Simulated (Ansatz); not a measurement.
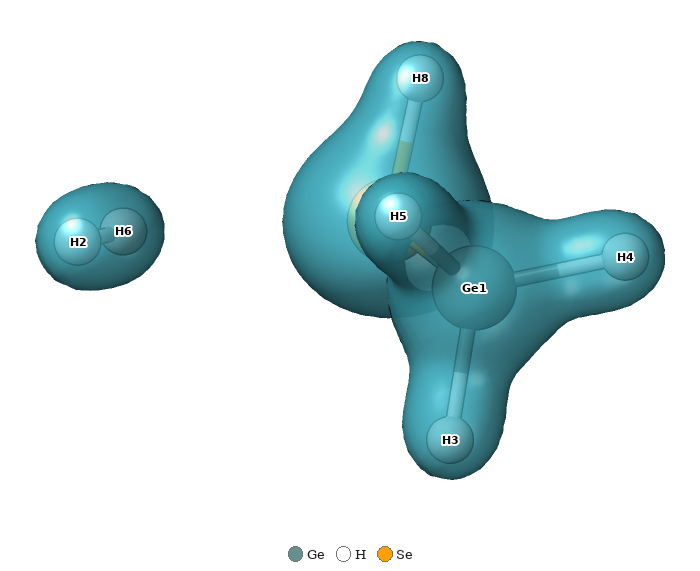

*GeH₄Se···H₂. Isosurface of the electron density at 0.5 e/Å³ (cyan), seen at an oblique angle.*

The product side of a reaction path; geometry: PBE0-D4/def2-TZVP.

Theory: RKS PBE0-D4/def2-TZVPP in Ansatz.

```json
{"atom": "Ge", "x (Å)": "-0.7867", "y (Å)": "0.7856", "z (Å)": "0.3361"}
{"atom": "H", "x (Å)": "0.6831", "y (Å)": "-2.0250", "z (Å)": "-2.0931"}
{"atom": "H", "x (Å)": "-2.0770", "y (Å)": "-0.0402", "z (Å)": "0.3953"}
{"atom": "H", "x (Å)": "-0.9976", "y (Å)": "2.1628", "z (Å)": "0.9816"}
{"atom": "H", "x (Å)": "-0.3144", "y (Å)": "0.9497", "z (Å)": "-1.1151"}
{"atom": "H", "x (Å)": "0.8379", "y (Å)": "-1.8570", "z (Å)": "-1.3811"}
{"atom": "Se", "x (Å)": "0.7855", "y (Å)": "-0.4659", "z (Å)": "1.5696"}
{"atom": "H", "x (Å)": "1.8691", "y (Å)": "0.4900", "z (Å)": "1.3067"}
```

Which contacts does the surface bridge?

Answer. At this value the surface falls into two separate pieces. It bridges the sampled Ge–Se (2.36 Å), H–H (0.75 Å) and Se–H (1.47 Å) contacts, where the density stays above the isovalue. It is pinched off along the sampled Ge···H (3.55 Å) contacts. On the grid the lowest density along these lines, outside the cores, is 0.02 e/Å³ (Ge···H, 3.55 Å), 0.62 e/Å³ (Ge–Se, 2.36 Å), 1.8 e/Å³ (H–H, 0.75 Å) and 1.2 e/Å³ (Se–H, 1.47 Å).
